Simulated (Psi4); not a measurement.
**[BClH3]− (SMILES [H][B-]([H])([H])Cl) at MP2/def2-SVP (density fitting, density fitting for correlation, sweep point 3)**

Aim: the vertical ionisation energy of [BClH3]− at MP2/def2-SVP (density fitting, density fitting for correlation, sweep point 3), from 2 runs. 

The results are computed with Psi4 1.11.

**1. The system as given**

[BClH3]−: 5 atoms, total charge -1, spin state singlet. SMILES: `[H][B-]([H])([H])Cl`. The shape comes from GFN2-xTB, which is rough for such elements, and wasn't checked as a minimum.

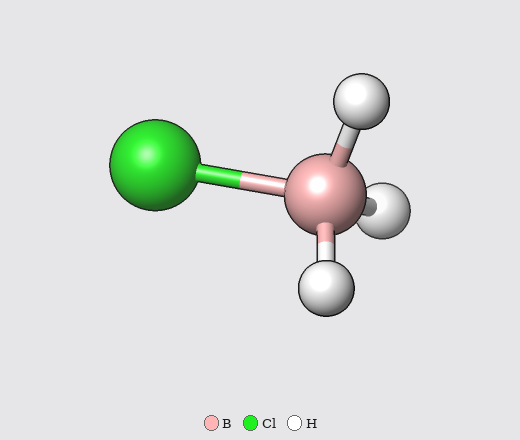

Viewed from a chosen angle; boron pink, chlorine green, hydrogen white.

**2. A single-point energy at MP2/def2-SVP (density fitting, density fitting for correlation, sweep point 3)**

input.in reads:

```
memory 1600 mb

molecule molecule1 {
  -1 1
  B     -0.00241885     0.00308025    -0.31560316
  Cl     0.02570028    -0.03994881     3.22638610
  H      2.17753141     0.02150508    -0.98689057
  H     -1.10858893     1.90049756    -0.93919388
  H     -1.09222391    -1.88515299    -0.98469849
  units bohr
  symmetry c1
}

set puream true
set scf_type df
set num_frozen_docc 6
set d_convergence 0.0001
set e_convergence 0.0001

energy("mp2/def2-SVP")
print_variables()
```

Run with:

```bash
$ psi4 -i input.in -o input.out -n 1
```

input.out:

```text
Psi4 1.11 release

   => Loading Basis Set <=

    Name: DEF2-SVP
    Role: ORBITAL
    Keyword: BASIS

         ---------------------------------------------------------
                                   SCF
                              RHF Reference
                        1 Threads,   1525 MiB Core
         ---------------------------------------------------------

  ==> Geometry <==

    Molecular point group: c1
    Full point group: C1

    Geometry (in Bohr), charge = -1, multiplicity = 1:

       Center              X                  Y                   Z               Mass
    ------------   -----------------  -----------------  -----------------  -----------------
         B           -0.019736963390     0.030138830587    -2.487263203526    11.009305360000
         CL           0.008382166610    -0.012890229413     1.054726056474    34.968852682000
         H            2.160213296610     0.048563660587    -3.158550613526     1.007825032230
         H           -1.125907043390     1.927556140587    -3.110853923526     1.007825032230
         H           -1.109542023390    -1.858094409413    -3.156358533526     1.007825032230

  Running in c1 symmetry.

[... 84 lines left out ...]
   @DF-RHF iter SAD:  -485.18749310753935   -4.85187e+02   0.00000e+00
[... 2 lines left out ...]
   @DF-RHF iter   3:  -485.80016035256938   -3.38190e-03   3.07224e-04 DIIS/ADIIS
[... 2 lines left out ...]
  Energy and wave function converged.
[... 33 lines left out ...]
    Nuclear Repulsion Energy =             42.1397215047747622
[... 2 lines left out ...]
    Total Energy =                       -485.8004395746559112
[... 16 lines left out ...]
 Dipole Z            :          5.2005662           -3.9317361            1.2688301
[... 45 lines left out ...]
	 Same-Spin Energy          =      -0.0555343940830628 [Eh]
[... 2 lines left out ...]
	 Total Energy              =    -486.0519432600876257 [Eh]
[... 7 lines left out ...]
	 SCS Correlation Energy    =      -0.2536746143128011 [Eh]
[... 15 lines left out ...]
  "HF TOTAL ENERGY"                      =>    -485.800439574656
[... 15 lines left out ...]
  "SCS-MP2 TOTAL ENERGY"                 =>    -486.054114188969
[... 2 lines left out ...]
  Array Variable Map:
  ----------------------------------------------------------------------------
  "CURRENT DIPOLE"                       =>       0.010479241173 ... 1.268830070346 1 by 3
  "SCF DIPOLE"                           =>       0.010479241173 ... 1.268830070346 1 by 3
  "SCF TOTAL ENERGIES"                   =>    -485.187493107539 ... -485.800439574656 1 by 6

    Psi4 run time: 0:00:01.58
```

It took 3.9 s on 1 thread of AMD EPYC 7R43 (Zen 3), shared host; peak memory 0.18 GiB.

**3. Doublet neutral BClH3, same level**

calc.inp reads:

```
memory 1600 MB

molecule {
  0 2
  B     -0.00241885     0.00308025    -0.31560316
  Cl     0.02570028    -0.03994881     3.22638610
  H      2.17753141     0.02150508    -0.98689057
  H     -1.10858893     1.90049756    -0.93919388
  H     -1.09222391    -1.88515299    -0.98469849
  units bohr
  symmetry c1
}

set {
  basis def2-SVP
  reference uhf
  puream true
  scf_type df
  num_frozen_docc 6
  d_convergence 0.0001
  e_convergence 0.0001
  maxiter 150
}

e = energy('mp2')
print_variables()
```

Run with:

```bash
$ psi4 -i calc.inp -o calc.out -n 1
```

calc.out:

```text
Psi4 1.11 release

   => Loading Basis Set <=

    Name: DEF2-SVP
    Role: ORBITAL
    Keyword: BASIS

         ---------------------------------------------------------
                                   SCF
                              UHF Reference
                        1 Threads,   1525 MiB Core
         ---------------------------------------------------------

  ==> Geometry <==

    Molecular point group: c1
    Full point group: C1

    Geometry (in Bohr), charge = 0, multiplicity = 2:

       Center              X                  Y                   Z               Mass
    ------------   -----------------  -----------------  -----------------  -----------------
         B           -0.019736963390     0.030138830587    -2.487263203526    11.009305360000
         CL           0.008382166610    -0.012890229413     1.054726056474    34.968852682000
         H            2.160213296610     0.048563660587    -3.158550613526     1.007825032230
         H           -1.125907043390     1.927556140587    -3.110853923526     1.007825032230
         H           -1.109542023390    -1.858094409413    -3.156358533526     1.007825032230

  Running in c1 symmetry.

[... 82 lines left out ...]
                           Total Energy        Delta E     RMS |[F,P]|
[... 4 lines left out ...]
   @DF-UHF iter   3:  -485.66325376617158   -3.87632e-03   6.87439e-04 DIIS/ADIIS
[... 3 lines left out ...]
   @DF-UHF iter   7:  -485.66832386151071   -1.50141e-03   9.34250e-05 DIIS
[... 6 lines left out ...]
   @Spin Contamination Metric:   1.247548036E-02
[... 3 lines left out ...]
   @S   Observed:                5.000000000E-01
[... 48 lines left out ...]
    One-Electron Energy =                -752.1035660426214235
[... 26 lines left out ...]
 Dipole Y            :          0.0528743            0.0495856            0.1024600
[... 37 lines left out ...]
	 Same-Spin Energy          =      -0.0509013783688357 [Eh]
[... 8 lines left out ...]
	 SCS Same-Spin Energy      =      -0.0169671261229452 [Eh]
[... 13 lines left out ...]
  "CUSTOM SCS-MP2 TOTAL ENERGY"          =>    -485.905021395411
[... 19 lines left out ...]
  "SCS-MP2 TOTAL ENERGY"                 =>    -485.905021395411
[... 2 lines left out ...]
  Array Variable Map:
  ----------------------------------------------------------------------------
  "CURRENT DIPOLE"                       =>      -0.010847070705 ... 0.951124626925 1 by 3
  "SCF DIPOLE"                           =>      -0.010847070705 ... 0.951124626925 1 by 3
  "SCF TOTAL ENERGIES"                   =>    -485.187493107539 ... -485.668500705270 1 by 10

    Psi4 run time: 0:00:01.62
```

It took 3.9 s on 1 thread of AMD EPYC 7R43 (Zen 3), shared host; peak memory 0.19 GiB.

**4. Summary of results**

Level: MP2/def2-SVP (density fitting, density fitting for correlation, sweep point 3), 6 core orbitals frozen.

```
                                                                         quantity          value
                                                   singlet [BClH3]−: total energy  -486.05194 Eh
                            singlet [BClH3]−: HOMO energy (Hartree–Fock orbitals)       -4.54 eV
                            singlet [BClH3]−: LUMO energy (Hartree–Fock orbitals)       11.91 eV
                          singlet [BClH3]−: HOMO–LUMO gap (Hartree–Fock orbitals)       16.46 eV
                    singlet [BClH3]−: correlation energy (6 core orbitals frozen)     -251.5 mEh
                                              doublet neutral BClH3: total energy  -485.90236 Eh
doublet neutral BClH3: HOMO energy (Hartree–Fock orbitals) (highest over α and β)      -11.64 eV
 doublet neutral BClH3: LUMO energy (Hartree–Fock orbitals) (lowest over α and β)       -2.55 eV
               doublet neutral BClH3: correlation energy (6 core orbitals frozen)     -233.9 mEh
                                                      doublet neutral BClH3: ⟨S²⟩          0.762
                              vertical ionisation energy (to the doublet neutral)       4.070 eV
```

The vertical ionisation energy comes to 4.07 eV (94 kcal/mol).
